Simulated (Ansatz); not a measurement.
**Abstraction of Br: CBr2Cl2 + C2H3O → CBrCl2 + C2H3BrO**

Species: CBr2Cl2 (dibromodichloromethane) `ClC(Cl)(Br)Br`, singlet; C2H3O (acetyl radical) `C[C]=O`, doublet; CBrCl2 `Cl[C](Cl)Br`, doublet; C2H3BrO (acetyl bromide) `CC(=O)Br`, singlet. A radical takes Br: the energy is the difference in strength between two C–Br bonds in different surroundings.

Shapes, held fixed at every level: PBE0-D4/def2-TZVP. Programs: Ansatz 0.2.0. The zero-point and thermal change to 298 K, harmonic and unscaled (PBE0-D4/def2-TZVP), is +3.5 kJ/mol.

| level | kind | ΔH(298 K) (kJ/mol) | less CCSD(T)/def2-TZVPP | CPU time (sum over the molecules) |
| --- | --- | --- | --- | --- |
| r2SCAN-D4/def2-TZVPP | meta-GGA | -93.6 | -26.9 | 53 s |
| r2SCAN0-D4/def2-TZVPP | global hybrid | -90.7 | -24.0 | 71 s |
| wB97X-V/def2-TZVPP | range-separated hybrid | -71.2 | -4.5 | 87 s |
| B2PLYP/def2-TZVPP | double hybrid | -75.9 | -9.2 | 59 s |
| MP2/def2-SVP | perturbation theory | -60.2 | +6.5 | – |
| CCSD(T)/def2-SVP | coupled cluster or CI | -68.5 | -1.8 | 58 s |
| CCSD/def2-SVP | coupled cluster or CI | -69.8 | -3.1 | – |
| CCSD(T)/def2-TZVPP | coupled cluster or CI | -66.7 | 0.0 | 14 min |

The highest level, CCSD(T)/def2-TZVPP, gives ΔH(298 K) = -66.7 kJ/mol; the levels span -93.6 to -60.2. The column of differences is taken from that level and isn't an error. No measured value is set beside it here. Open shells run unrestricted unless RO is named. Relativity is left out for Br unless named. Correlated rows may include outer-core shells of Br, which these sets cover unevenly. Times are processor times on shared x86 and Arm servers, and rough.

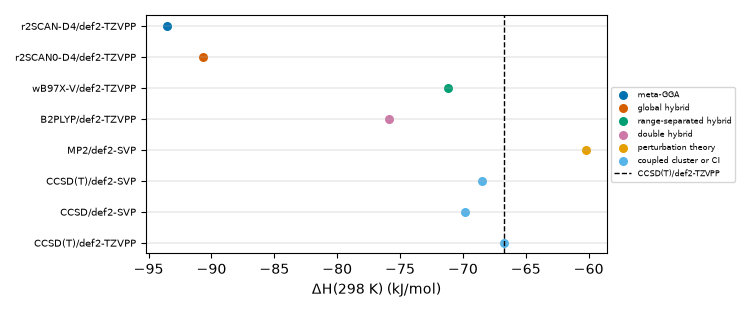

The values of the table, level by level.
